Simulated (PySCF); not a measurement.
# NaO₂: quartet, from a bent start

The task is one start of a wider search on NaO₂: the quartet, from a bent start. It is relaxed, tested by its Hessian and followed downhill if it is a saddle.

Program: PySCF 2.14.0. Level of theory: PBE, basis Na def2-TZVP, O def2-TZVP, no relativity, density fitting. These are calculated values, not measurements.

## Step 1: Where the work starts

3 atoms, charge 0, spin multiplicity 4.

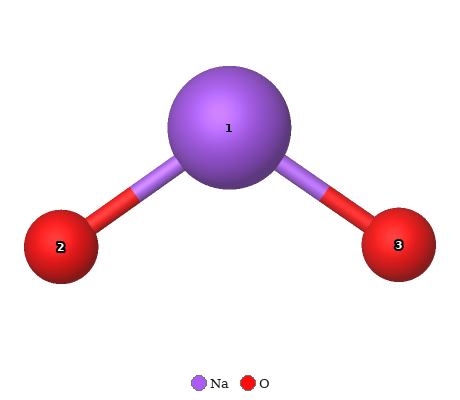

The starting geometry (sodium purple, oxygen red); atoms are numbered from 1 in the order of the file.

```xyz
3
charge 0 multiplicity 4
Na    0.0000    0.0000    0.0000
O     1.7776    0.0000    1.2447
O    -1.7776    0.0000    1.2447
```

## Step 2: The SCF at the typed geometry

One driver script runs all steps and calls PySCF; scf.py shows how it sets up the SCF of each step. The optimiser is the driver's own. After this first run the driver tries any further starts and a stability analysis.

scf.py reads:

```python
from pyscf import gto, scf, dft
mol = gto.M(atom='''
Na     0.000000     0.000000     0.000000
O      1.777600     0.000000     1.244700
O     -1.777600     0.000000     1.244700''',
    basis={'Na': 'def2-TZVP', 'O': 'def2-TZVP'},
    charge=0, spin=3)
mf = dft.UKS(mol, xc='PBE')
mf.grids.atom_grid = (50, 194)
aux = {'Na': 'def2-universal-JKFIT', 'O': 'def2-universal-JKFIT'}
mf = mf.density_fit(auxbasis=aux)
mf.conv_tol = 1e-08
mf.diis_space = 10
mf.max_cycle = 60
mf.init_guess = 'minao'
mf.verbose = 4
mf.kernel()
```

Run with:

```
$ OMP_NUM_THREADS=4 python axn.py task.json out
```

What it wrote:

```text
init E= -312.140419753276
[... the frontier-level lines of each cycle are left out ...]
cycle= 1 E= -312.288644485534  delta_E= -0.148  |g|= 0.329  |ddm|= 0.97
cycle= 2 E= -312.199107038029  delta_E= 0.0895  |g|= 0.574  |ddm|= 0.682
cycle= 3 E= -312.336140810974  delta_E= -0.137  |g|= 0.0318  |ddm|= 0.448
cycle= 4 E= -312.336501226357  delta_E= -0.00036  |g|= 0.0146  |ddm|= 0.0272
cycle= 5 E= -312.336560278059  delta_E= -5.91e-05  |g|= 0.00277  |ddm|= 0.0107
cycle= 6 E= -312.336567752124  delta_E= -7.47e-06  |g|= 0.00154  |ddm|= 0.0088
cycle= 7 E= -312.336570145184  delta_E= -2.39e-06  |g|= 0.000738  |ddm|= 0.00487
cycle= 8 E= -312.336515182664  delta_E= 5.5e-05  |g|= 0.00923  |ddm|= 0.00946
cycle= 9 E= -312.336571012218  delta_E= -5.58e-05  |g|= 0.000516  |ddm|= 0.00789
cycle= 10 E= -312.336571184008  delta_E= -1.72e-07  |g|= 5.42e-05  |ddm|= 0.00042
cycle= 11 E= -312.336571186561  delta_E= -2.55e-09  |g|= 3.35e-06  |ddm|= 0.000256
Extra cycle  E= -312.336571186446  delta_E= 1.15e-10  |g|= 1.37e-05  |ddm|= 1.25e-05
converged SCF energy = -312.336571186446  <S^2> = 3.7604018  2S+1 = 4.0051975
```

This step, with its further starts and checks, ran for 9.4 s (4 threads of Arm Neoverse V2, shared host).

The starts that the driver tried:

```tsv
start	energy (Eh)
the minimal-basis guess	-312.336571
a thermally smeared density	-312.334530
a smeared PBE density	-312.336571
```

No lower solution of this spin turned up from the other starts or in the test of internal stability.

## Step 3: Relaxation: bent start, quartet

The program finds C2v symmetry in the start, which this walk keeps. The walk stops when the largest gradient is under 0.0003 Eh/bohr and the energy has settled too.

Changes to scf.py since step 2:

```diff
@@ -3,3 +3,3 @@
-Na     0.000000     0.000000     0.000000
-O      1.777600     0.000000     1.244700
-O     -1.777600     0.000000     1.244700''',
+Na     0.000000     0.000000    -0.724228
+O      1.777600     0.000000     0.520472
+O     -1.777600     0.000000     0.520472''',
@@ -15 +14,0 @@
-mf.init_guess = 'minao'
```

Energy and gradient, step by step:

```tsv
step	energy (Eh)	change (kJ/mol)	largest symmetric gradient (Eh/bohr)
0	-312.336571	0.00	0.00412
1	-312.336673	-0.27	0.00307
2	-312.336805	-0.61	0.00019
3	-312.336805	-0.61	0.00001
```

The walk took 5 s.

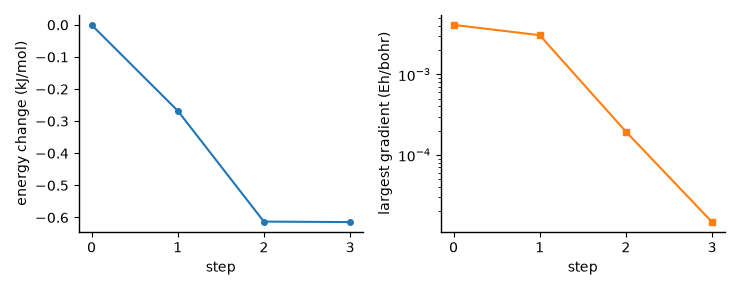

Energy and largest gradient along the walk.

End point (C2v, 3 steps, 0.6 kJ/mol gained): Na–O 2.207 Å (×2); O–Na–O 109.0°.

## Step 4: Is it a minimum? Harmonic modes

The point was taken to the finer grid, but the Hessian ran out of time, so its nature is unknown.

## Step 5: Summary of results

```
           quantity  value
        relaxations      1
          converged      1
saddle points found      0
       minima found      0
```

In words: No minimum was confirmed: the time limit cut the work short. Nothing here is shown to be an equilibrium property yet.
